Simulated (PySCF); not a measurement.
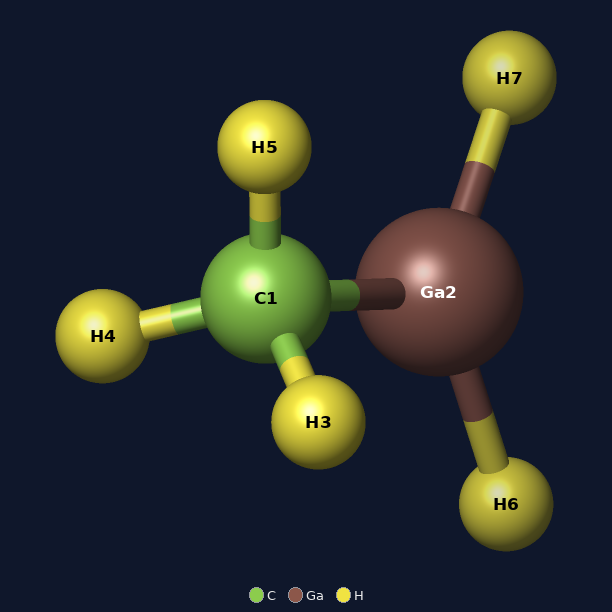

Computed geometry: PBE0-D3(BJ)/def2-SVP optimisation. No frequency run is at hand to confirm it as a minimum. Level of theory: delta-SCF UKS SCAN, pcX-2 on the ionised atom, pcseg-1 elsewhere, spin-free X2C (PySCF 2.14.0).

Give the core-electron binding energies (to vacuum) of C1 1s.

```csv
atom,level,binding energy (eV)
C1,1s,290.1
```
